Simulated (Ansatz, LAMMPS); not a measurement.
# Relaxing glassy 68SiO2-14MgO-11ZnO-7BaO (mol %) (75 atoms), part 2 of 3

How does glassy 68SiO2-14MgO-11ZnO-7BaO (mol %) (75 atoms) relax, and what do bonds, charges and levels look like afterwards?

Ansatz 0.2.0; Kohn-Sham DFT, PBE, PAW (set soft_2), plane waves.

The cell: 19 Si, 4 Mg, 3 Zn, 2 Ba and 47 O. The quench rate of 25 K/ps is many orders above laboratory rates. The network of bonds at the start is that of the classical potential that made the cell. The Brillouin zone is sampled at Γ only, in a cell whose shortest periodic width is 10 Å. The levels lack spin–orbit coupling.

So far. Step 3 (Single point at the start): The r.m.s. force component of 0.95 eV/Å and the pressure of 6.8 GPa set the starting point.

## 4. Relaxation

With the cell held, the atoms are moved downhill towards a nearby minimum.

The input, input.yaml:

```yaml
crystal:
  lattice:
    - [9.6995, 0.0, 0.0]
    - [0.0, 9.6995, 0.0]
    - [0.0, 0.0, 9.6995]
  atoms:
    [... the 75 atom lines of step 3 ...]
kpoints:
  mp_grid: { grid: [1, 1, 1] }
hamiltonian:
  xc: pbe
scf:
  occupations: { method: gaussian, width: 0.025 }
output:
  forces: true
relax:
  f_tol: 0.05
  max_steps: 200
```

Launch:

```
ansatz run input.yaml --threads 4 --pin off --max-ram 8192MiB --backend cpu --events-out ev --progress --plain --runs-dir out
```

Numbers of over 12 decimals in the logs are rounded to 6 here.

The log of the run:

```text
[...]
Crystal: 75 atoms, lattice volume = 912.532 Å³
Basis set: ecut = 420 eV, 17845 PW (Γ), exchange–correlation on 144×144×144 points (8 copies of the dense FFT grid, shifted against one another)
Bands: 302, of which v1, the nominal top of the filled ones, is band 227 counted from 1 (226 counted from 0)
Symmetry: 1 space group operations
[...]
k-points: 1
[...]
SCF iter   1: F=—  HF=-68374.395338 eV  |F-HF|=—  |Δ(HF+E_count)|=         —  Δρ=2.43e-3  dr2=8.67e-2  ethr=1.77e-3  ⟨swp⟩=6.0  Hψ=1325  notcnv=0  defer=58
[...]
SCF iter   6: F=-68374.395110 eV  HF=-68374.395116 eV  |F-HF|=5.68e-6  |Δ(HF+E_count)|=   1.82e-5  Δρ=4.63e-5  dr2=1.70e-5  ethr=1.38e-8  ⟨swp⟩=3.0  Hψ=955  notcnv=0
SCF 1 converged in 6 iterations: F = -68374.395110 eV  dr2 = 1.70e-5
[...]
relax step   1: F+E_penalty+E_count = -68374.39511037 eV  Δ(F+E_penalty+E_count) = +0.000e0 eV  max|allowed force component| = 3.282e0 eV/Å  Δτ_max = 0.0000 Å  (6 SCF iters, dr2 threshold 6.25e-5 eV, accepted)
[...]
relax step   2: F+E_penalty+E_count = -68376.08532902 eV  Δ(F+E_penalty+E_count) = -1.690e0 eV  max|allowed force component| = 1.908e0 eV/Å  Δτ_max = 0.1949 Å  (7 SCF iters, dr2 threshold 1.00e-4 eV, accepted)
[...]
relax step   3: F+E_penalty+E_count = -68377.13611532 eV  Δ(F+E_penalty+E_count) = -1.051e0 eV  max|allowed force component| = 1.491e0 eV/Å  Δτ_max = 0.1767 Å  (6 SCF iters, dr2 threshold 1.00e-4 eV, accepted)
relax step   4: F+E_penalty+E_count = -68377.40446109 eV  Δ(F+E_penalty+E_count) = -2.683e-1 eV  max|allowed force component| = 8.979e-1 eV/Å  Δτ_max = 0.2000 Å  (6 SCF iters, dr2 threshold 1.00e-4 eV, accepted)
relax step   5: F+E_penalty+E_count = -68377.67192672 eV  Δ(F+E_penalty+E_count) = -2.675e-1 eV  max|allowed force component| = 2.628e-1 eV/Å  Δτ_max = 0.1387 Å  (6 SCF iters, dr2 threshold 1.00e-4 eV, accepted)
relax step   6: F+E_penalty+E_count = -68377.70788065 eV  Δ(F+E_penalty+E_count) = -3.595e-2 eV  max|allowed force component| = 1.613e-1 eV/Å  Δτ_max = 0.0571 Å  (6 SCF iters, dr2 threshold 5.92e-6 eV, accepted)
relax step   7: F+E_penalty+E_count = -68377.72735929 eV  Δ(F+E_penalty+E_count) = -1.948e-2 eV  max|allowed force component| = 1.102e-1 eV/Å  Δτ_max = 0.0324 Å  (8 SCF iters, accepted)
relax step   8: F+E_penalty+E_count = -68377.70043439 eV  Δ(F+E_penalty+E_count) = +2.692e-2 eV  max|allowed force component| = 2.188e-1 eV/Å  Δτ_max = 0.1238 Å  (7 SCF iters, dr2 threshold 4.58e-6 eV, rejected (line search))
relax step   9: F+E_penalty+E_count = -68377.74072665 eV  Δ(F+E_penalty+E_count) = -1.337e-2 eV  max|allowed force component| = 8.719e-2 eV/Å  Δτ_max = 0.0577 Å  (9 SCF iters, accepted)
relax step  10: F+E_penalty+E_count = -68377.74631843 eV  Δ(F+E_penalty+E_count) = -5.592e-3 eV  max|allowed force component| = 4.127e-2 eV/Å  Δτ_max = 0.0397 Å  (6 SCF iters, dr2 threshold 3.55e-6 eV, accepted)
[...]
relax step  11: F+E_penalty+E_count = -68377.74631965 eV  Δ(F+E_penalty+E_count) = -1.225e-6 eV  max|allowed force component| = 4.142e-2 eV/Å  Δτ_max = 0.0000 Å  (4 SCF iters, accepted)
SCF converged after 4 iterations
Free energy (F): -68377.746320 eV
[...]
Internal energy: -68377.746320 eV  (E = F + TS)
E sigma→0 (E₀):  -68377.746320 eV
Fermi energy:    7.371583 eV
[...]
--- Forces (eV/Å), atoms counted from 1 ---
  atom   1  Si     0.01008160     0.00714448    -0.01595575
  atom   2  Si    -0.00906787     0.02570749     0.01211654
  atom   3  Si     0.01209085     0.00229565    -0.00546647
  atom   4  Si     0.01207599     0.00354267     0.01320661
  atom   5  Si    -0.00229160     0.00508326     0.00406711
  atom   6  Si     0.01617872     0.01371732    -0.00452354
  atom   7  Si    -0.03472582     0.02050936    -0.00558399
  atom   8  Si    -0.01183941    -0.00575029    -0.00528991
  atom   9  Si    -0.01171531    -0.01218857     0.00864780
  atom  10  Si     0.01654029     0.00078571    -0.01757757
  atom  11  Si    -0.00453407    -0.02947535     0.01528112
  atom  12  Si     0.00565511     0.00793309    -0.02262097
  atom  13  Si     0.01852449    -0.01272991     0.00646113
  atom  14  Si     0.00764032    -0.01686475    -0.00935934
[...]
atom  74  O     -0.00349773     0.00719545     0.00422496
  atom  75  O     -0.00686550    -0.00429300     0.00324064
  max |Σ_I F_I| component: 9.24e-5 eV/Å
--- Relaxed structure (11 steps of the walk, 10 accepted, 0 SCFs on fresh bases) ---
  F+E_penalty+E_count = -68377.74631965 eV   max|allowed force component| = 4.142e-2 eV/Å
  atoms:
    - { symbol: Si, position: [0.678069, 0.178640, 0.895430] }
    - { symbol: Si, position: [0.276416, 0.916386, 0.142101] }
    - { symbol: Si, position: [0.450809, 0.593974, 0.548465] }
    - { symbol: Si, position: [0.548450, 0.700194, 0.907204] }
[...]
- { symbol: O, position: [0.054289, 0.248437, 0.687219] }
```

Wall time 55 s (4 threads of Arm Neoverse V2, shared host); peak memory 1.2 GiB.

The steps of the relaxation:

```tsv
step	energy less that of the first step (eV)	largest force component (eV/Å)
1	0.0000	3.2823
2	-1.6902	1.9079
3	-2.7410	1.4905
4	-3.0094	0.8979
5	-3.2768	0.2628
6	-3.3128	0.1613
7	-3.3322	0.1102
8	-3.3053	0.2188
9	-3.3456	0.0872
10	-3.3512	0.0413
11	-3.3512	0.0414
```

Relaxation step 8 was tried and not accepted.

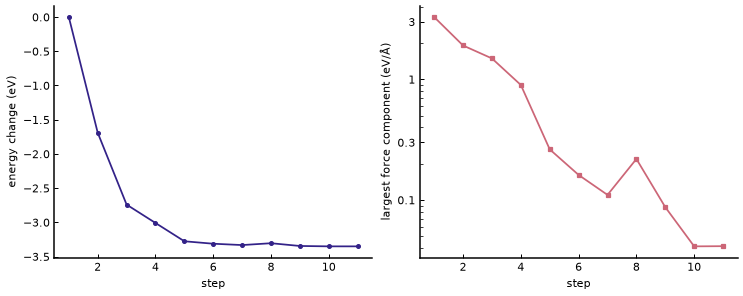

Energy and largest force along the relaxation.

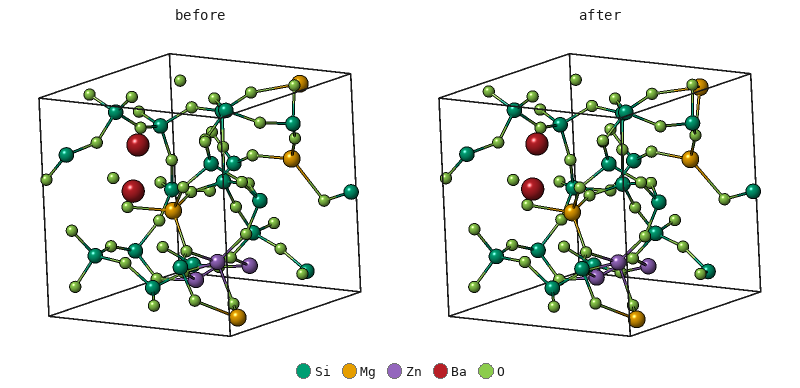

Before and after, at one scale. Bonds to atoms that aren't drawn are left out.

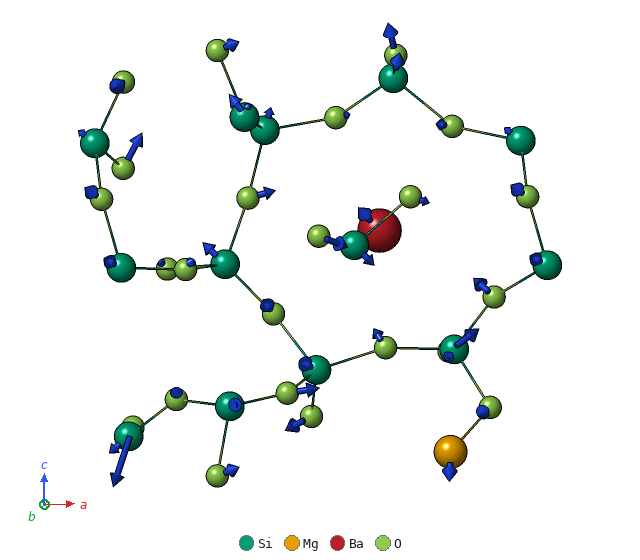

Displacements in the relaxation, exaggerated; the longest in the cell stands for 0.28 Å. Drawn is a slice 5 Å thick, seen along the normal of the ac plane.

The atoms that moved most (Å):

```tsv
atom	dx	dy	dz	length
O66	-0.053	-0.275	0.002	0.280
O61	-0.082	0.016	-0.253	0.266
O38	-0.061	-0.171	-0.125	0.221
O71	0.090	0.081	-0.133	0.180
O51	0.011	0.141	0.110	0.179
Mg21	0.094	0.061	-0.129	0.171
O40	0.032	-0.021	0.166	0.171
O57	0.097	-0.019	-0.131	0.164
```

The relaxation changed the energy by -44.7 meV/atom, and atoms moved by 0.12 Å r.m.s., 0.28 Å at most.

## 5. Distances and neighbours after relaxation

Bonds before and after, by the cutoffs listed below:

```tsv
pair	bonds before	bonds after	mean before (Å)	mean after (Å)	spread before (Å)	spread after (Å)
O-Si	76	76	1.618	1.643	0.046	0.035
O-Mg	18	18	2.106	2.063	0.151	0.112
O-Zn	13	12	2.019	1.986	0.128	0.094
```

Density 3.37 g/cm³, 12.17 Å³ an atom.

g(r), total and by pair (bins of 0.2 Å):

```tsv
r (Å)	total	O-O	O-Si	O-Mg	O-Zn	O-Ba	Si-Si
1.50	0.36	0.00	1.15	0.00	0.00	0.00	0.00
1.70	3.28	0.00	10.34	0.00	0.00	0.00	0.00
1.90	0.45	0.00	0.00	3.05	4.87	0.00	0.00
2.10	0.40	0.00	0.00	3.68	3.00	0.00	0.00
2.30	0.10	0.00	0.00	1.54	0.00	0.00	0.00
2.50	0.40	0.91	0.00	0.00	0.00	1.24	0.00
2.70	1.90	4.43	0.11	0.00	0.37	3.12	0.00
2.90	0.83	1.34	0.05	0.47	0.29	3.68	1.39
3.10	1.06	1.10	0.54	0.40	0.27	0.79	3.35
3.30	1.19	0.82	0.97	1.74	0.96	0.37	1.35
3.50	1.06	0.78	1.32	0.95	1.24	0.66	0.16
3.70	1.11	0.81	1.54	1.41	1.50	0.29	0.73
3.90	0.99	0.71	1.34	1.40	0.83	0.00	1.29
4.10	1.09	0.47	2.09	0.69	1.07	0.91	1.55
4.30	1.03	0.62	1.55	1.23	1.68	1.07	0.75
4.50	0.82	0.71	0.68	1.05	1.79	1.53	1.09
4.70	0.98	1.22	0.64	1.23	1.04	1.23	1.10
```

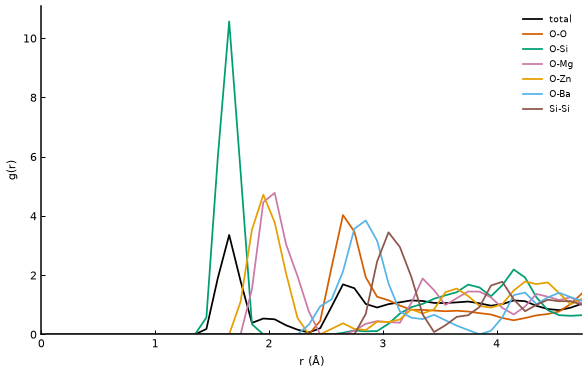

Pair distribution functions, lightly smoothed.

Bonds by pair of elements; cutoffs follow the first minimum of g(r), held within bounds set by covalent radii, and pairs that aren't listed don't count as bonded:

```tsv
pair A-B	cutoff (Å)	bonds	mean length (Å)	spread (Å)	shortest (Å)	B about A	A about B
O-Si	2.12	76	1.64	0.035	1.56	1.62	4
O-Mg	2.58	18	2.06	0.112	1.91	0.383	4.5
O-Zn	2.43	12	1.99	0.094	1.85	0.255	4
O-Ba	3.33	19	2.84	0.19	2.43	0.404	9.5
```

The cutoff for O-Ba falls short of the minimum of g(r), so counts run low and odd coordinations can be artefacts.

How many atoms have how many bonded neighbours:

```tsv
element	mean	2	3	4	5	9	10
Ba	9.5	0	0	0	0	1	1
Mg	4.5	0	0	2	2	0	0
O	2.66	20	23	4	0	0	0
Si	4	0	0	19	0	0	0
Zn	4	0	0	3	0	0	0
```

Bond angles (no mean is given where the spread exceeds 20°):

```tsv
angle	count	mean (°)	spread (°)
O-Si-O	114	109	5.7
O-Mg-O	32	-	-
Si-O-Si	29	141	11.6
Ba-O-Si	29	103	16.6
Mg-O-Si	21	125	15.9
```

Oxygen atoms by the number of network formers (Si, P, Ge, B, Al, As, Ga) bound to them:

```tsv
network formers bound to O	O atoms	per cent
0	0	0
1	18	38.3
2	29	61.7
```

Network units: each former by its oxygen neighbours and how many of them bridge to another former:

```tsv
former	O neighbours	bridging O	atoms
Si	4	2	5
Si	4	3	8
Si	4	4	6
```

Bond length by coordination (bonds to H left out):

```tsv
element	coordination	atoms	mean bond length (Å)
Ba	9	1	2.84
Ba	10	1	2.84
Mg	4	2	2.02
Mg	5	2	2.10
O	2	20	1.67
O	3	23	1.99
O	4	4	2.23
```

Rings of the network by King's shortest-path rule, up to 12 atoms, one path for each pair of neighbours; H, halogens, alkali and alkaline-earth atoms are left out, and the last column divides by all other atoms, bonded or not:

```tsv
ring size (atoms)	rings	per network atom
6	2	0.029
8	3	0.043
10	9	0.13
12	8	0.116
```

For some of the pairs, g(r) has its first main peak near 2.7 Å (O-O), 1.6 Å (O-Si), 2.0 Å (O-Mg), 2.0 Å (O-Zn), 2.8 Å (O-Ba) and 3.1 Å (Si-Si). The O-Si-O angle averages 109° with a spread of 6°. Counting bonds to Si alone, not to Zn, 62 % of the oxygens join two of these atoms and 38 % one. The commonest Si unit has 4 oxygens, 3 of them shared with other formers (8 of 19 atoms). Rings of 10 atoms are the most common (41 % of those counted); sizes run from 6 to 12, where the search stops.

[end of part 2 of 3]

[Logs are printed without paths, hosts, clocks, repeated set-up lines and the standing remarks that a program may print on its own settings, such as how far it seeks lower states.]

[Hosts, paths, dates, database ids (printed as entryN), source tags and the programs' standing remarks are cut or masked in the printed files.]
